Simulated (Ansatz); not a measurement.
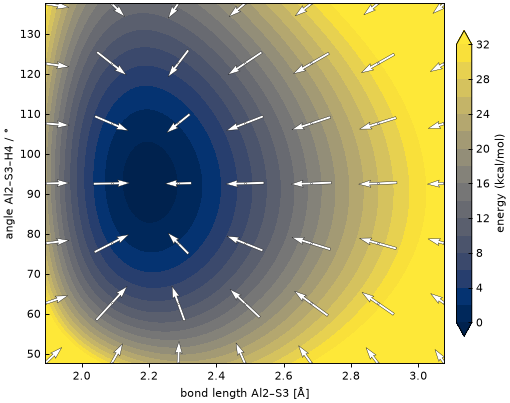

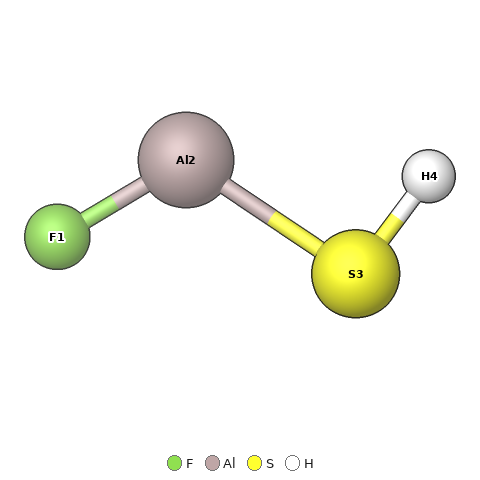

Energy landscape of AlFHS, SMILES [F][Al][SH], spin multiplicity 2. 
- First axis: bond length Al2–S3. Second axis: angle Al2–S3–H4.
- Nothing is relaxed (all other coordinates rigid).
- The grid has 7 × 7 points.
- Points are written as (first, second).
- Energies: kcal/mol, counted from the lowest grid point.
- Theory: Ansatz 0.2.0, UKS r2SCAN-D4/def2-TZVP.

The picture shows filled contours, dots at the grid points, arrows along the force (downhill), their lengths compressed, one colour for all values above the top of the scale. Between grid points the surface is interpolated. The second picture is the structure at the lowest point.

### Summarise what can be read from the map.

The lowest grid point is at (2.287 Å, 92.6°). The bottom of the well lies between grid points, at about (2.197 Å, 93°), about 1 kcal/mol lower on the interpolated surface. No other kind of well shows on this grid. The highest grid point, (1.891 Å, 47.6°), lies 58.5 kcal/mol above the lowest. Round the minimum the two coordinates are nearly uncoupled.

Time for the 49 points that were run: 14 min on 1 thread of Intel(R) Xeon(R) Processor @ 2.50GHz (Skylake/Cascade Lake) (shared host).
